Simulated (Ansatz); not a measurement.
**BrClFHOSn: small, medium and large basis sets**

How large a basis does BrClFHOSn need? Two functionals are run in growing sets.

Computed with Ansatz 0.2.0, Gaussian basis. Level: one geometry, several basis sets.

Levels to be run: PBE0-D4/def2-SVP; ωB97M-V/def2-SVP; PBE0-D4/def2-QZVPP; ωB97M-V/def2-QZVPP; the functionals' def2-TZVPP values are taken from earlier runs.

## 1. Structure used throughout

The geometry comes from an earlier relaxation with PBE0-D4 in a triple-zeta def2 set; it is a stationary point. Sn takes the def2 core potential; no spin-orbit term is included.

6 atoms, charge 0, spin multiplicity 1.

Atoms are counted from 1 here; the program's logs count them from 0.

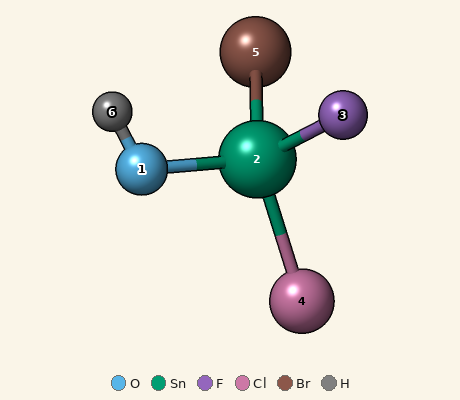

The geometry (oxygen blue, tin teal, fluorine purple, chlorine pink, bromine brown, hydrogen grey); atoms are numbered from 1 in the order of the file.

## 2. PBE0-D4 in def2-SVP

Input file in.yaml:

```yaml
crystal:
  periodic: [false, false, false]
  atoms:
    - {symbol: O, position_ang: [-0.340264, -0.119302, 1.553300]}
    - {symbol: Sn, position_ang: [0.009764, -0.153976, -0.343680]}
    - {symbol: F, position_ang: [1.767785, -0.820346, -0.609611]}
    - {symbol: Cl, position_ang: [-1.434436, -1.635484, -1.294131]}
    - {symbol: Br, position_ang: [-0.061274, 2.058644, -1.358314]}
    - {symbol: H, position_ang: [0.100525, 0.606365, 2.006135]}
basis:
  gaussian: {orbitals: def2-SVP}
hamiltonian: {xc: pbe0, dispersion: d4}
output: {orbitals: {seedname: orbitals}}
```

Started as:

```bash
> ansatz run in.yaml --threads 4 --pin off --events-out ev --progress --plain --max-ram 10444MiB
```

After this run come: ωB97M-V in def2-SVP; PBE0-D4 in def2-QZVPP; ωB97M-V in def2-QZVPP.

Q: Predict the results of all the runs planned. Wanted: PBE0-D4: double and triple zeta above quadruple; ωB97M-V: double and triple zeta above quadruple.

The runs gave:

```
                                       quantity           value
PBE0-D4: double and triple zeta above quadruple  21.69, 2.17 eV
ωB97M-V: double and triple zeta above quadruple  21.63, 2.08 eV
```

In words: PBE0-D4 gains 19.52 eV from double to triple zeta, then 2.17 eV more. These are total energies; as a rule much of such shifts cancels in differences, which this series doesn't test.
